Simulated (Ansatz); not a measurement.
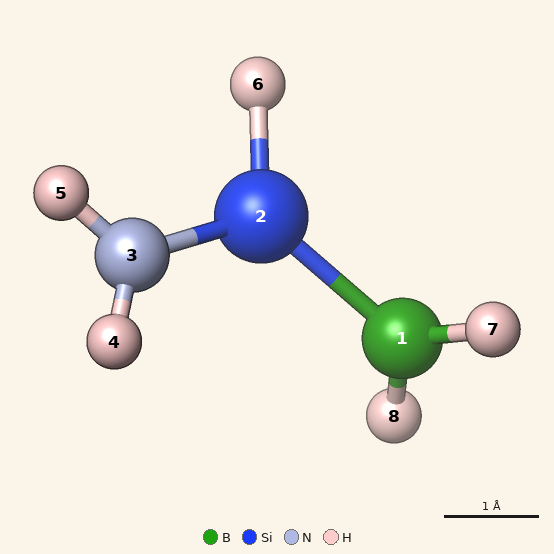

Orthographic view. Distant atoms are faded towards the background colour. The species has charge +1 and is a spin singlet. The computed structure is the end point of a PBE-D4/def2-SVP optimisation. No frequency run is at hand to confirm it as a minimum.

List all interatomic distances (Å) as a matrix.

| atom | B1 | Si2 | N3 | H4 | H5 | H6 | H7 | H8 |
| --- | --- | --- | --- | --- | --- | --- | --- | --- |
| B1 | 0.00 |  |  |  |  |  |  |  |
| Si2 | 2.02 | 0.00 |  |  |  |  |  |  |
| N3 | 3.24 | 1.68 | 0.00 |  |  |  |  |  |
| H4 | 3.45 | 2.42 | 1.03 | 0.00 |  |  |  |  |
| H5 | 4.19 | 2.39 | 1.03 | 1.71 | 0.00 |  |  |  |
| H6 | 3.15 | 1.49 | 2.63 | 3.60 | 2.84 | 0.00 |  |  |
| H7 | 1.21 | 2.80 | 3.98 | 4.15 | 4.90 | 3.76 | 0.00 |  |
| H8 | 1.21 | 2.82 | 3.86 | 3.93 | 4.82 | 3.91 | 2.13 | 0.00 |
